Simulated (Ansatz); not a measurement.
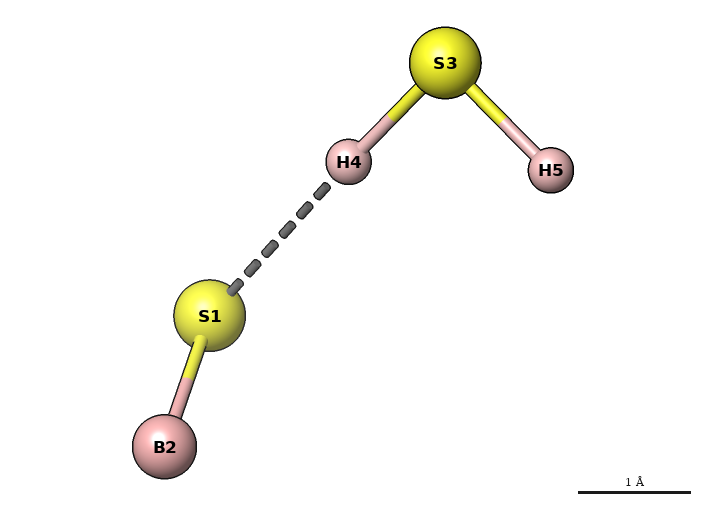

Broken lines mark hydrogen bonds. State: charge −1, singlet. The computed structure is the end point of a PBE-D4/def2-SVPD optimisation. No frequency run is at hand to confirm it as a minimum.

Give donor, acceptor, H···A distance and D–H···A angle of each hydrogen bond.

| D–H···A | D–H (Å) | H···A (Å) | angle (°) | kind |
| --- | --- | --- | --- | --- |
| S3–H4···S1 | 1.40 | 2.25 | 173 | intermolecular |
